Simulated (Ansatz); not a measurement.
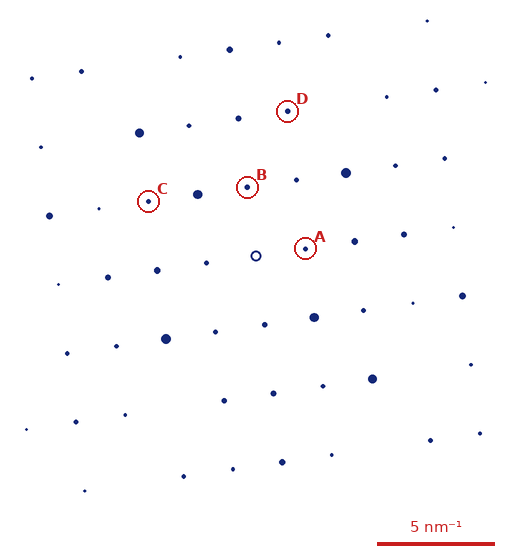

The pattern is a kinematic simulation for 200 kV electrons (no multiple scattering; isotropic B = 1 Å²). The zone axis points towards the electron source and the pattern is seen from the source side.

Crystal: MoSe4, space group C2/c (No. 15), a = 5.88 Å, b = 12.32 Å, c = 6.44 Å, β = 110.64°. Structure: coordinates from a relaxation (final pressure about 7.4 GPa) with DFT, PAW plane waves, r2scan (Ansatz 0.2.0); the starting structure was generated, so it need not be a known form of this composition.

Spot A is indexed -1 -1 1 and spot B 1 -1 1.

What are the indices of the remaining marked spots?

C = −2A + B = 3 1 -1 (d = 1.932 Å). D = A + 2B = 1 -3 3 (d = 1.573 Å).

Which zone axis is this?

The cross product of A and B is parallel to [011]; every spot obeys hu + kv + lw = 0.
